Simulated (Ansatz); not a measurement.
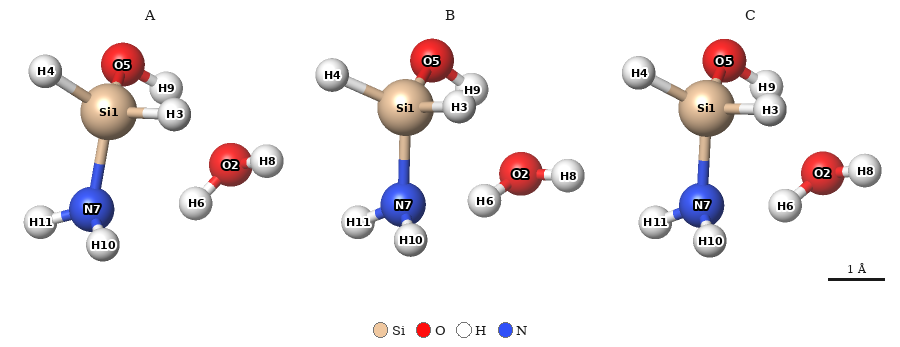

3 geometries from one relaxation of SiNH7O2, in shuffled order. A ball-and-stick model, seen at a tilt.

The run prepares an end point of a later path (reaction) calculation, from a guessed geometry.

Computed with Ansatz 0.2.0, RKS PBE-D4/6-31G*. (no spin polarisation; force threshold 0.03 eV/Å; at most 50 steps)

Put them in the order of the run, from the start to the converged end.

Answer. A, C, B. They are steps 0, 2, 11, at +11.3 kJ/mol, +4.46 kJ/mol relative to the last. The largest move after the best rigid fit is that of H8, 0.47 Å. Largest moves by element: H 0.47 Å, O 0.29 Å, N 0.22 Å, Si 0.14 Å. Near-neighbour distances that change, for instance: O2–H6 0.979 → 1.004 Å, Si1–N7 1.799 → 1.782 Å, O5–H9 0.996 → 1.004 Å. Among the angles between lasting bonds that change: O5–Si1–N7 112.2° → 108.5°, Si1–O5–H9 107.1° → 109.5°, H4–Si1–O5 104.1° → 106.4°. Over 9 accepted moves (11 points after the start) the energy falls by 11.3 kJ/mol. Largest force component: 0.52 eV/Å at the start, 0.007 eV/Å at the end. The line search rejected the trial steps at points 5, 8 of the run. Cost: 15 s on 2 threads of Intel(R) Xeon(R) Platinum 8488C (Sapphire Rapids) (shared host), peak memory 0.12 GiB.
